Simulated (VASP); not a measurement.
Band structure of GaN (zinc blende). Method: RPBE GGA, VASP's PBE PAW potentials (set 64) (plane waves; VASP).

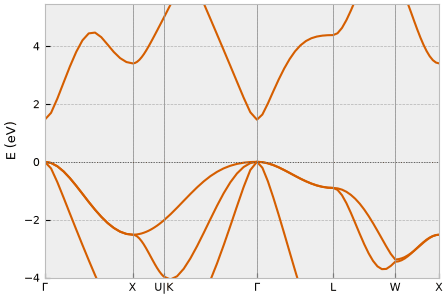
*Bands along high-symmetry lines, zero at the valence-band maximum or, without a gap, the Fermi level*

**Question.** Read the plot: is there a gap, and where are the band edges?

**Answer.** The gap is direct, 1.46 eV, from the valence maximum at Γ to the conduction minimum at Γ. (Edges off the drawn lines would not show.)

The compound is GaN in the zinc blende structure, a metastable form; wurtzite is the usual one. It was relaxed first.
